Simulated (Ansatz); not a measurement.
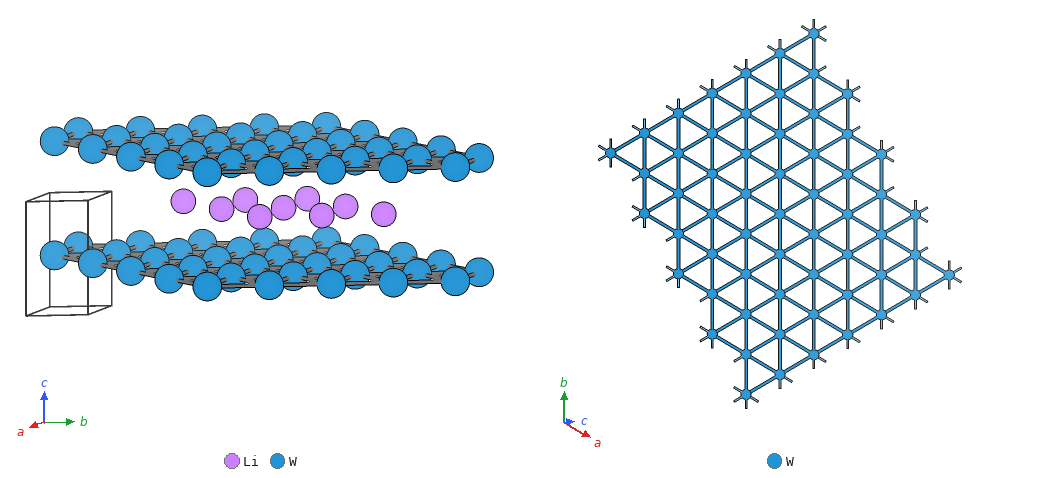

Left: the structure. Right: its underlying net. Nodes are coloured by element. One layer is drawn. Short stubs are edges that leave the cut-out.

System LiW (space group P-6m2, No. 187); source of the atomic positions: the end point of a relaxation with Ansatz 0.2.0, DFT PBE, scalar-relativistic, plane waves, PAW; the starting structure was generated, so it need not be a known form of this composition.

Bonds are taken as W–W below 3 Å; Li is left out of the net, as the electropositive filling of the structure; no other contact counts. The graph is simplified in the usual way: terminal and isolated atoms are pruned, two-connected atoms become edges.

The result is a uninodal 6-connected, two-periodic (layers) net: W is a 6-connected node. It is the hxl net, known from the triangular lattice. The layers lie parallel to (001).

| node | links | point symbol | coordination sequence |
| --- | --- | --- | --- |
| W | 6 | 3⁶·4⁶·5³ | 6 12 18 24 30 |
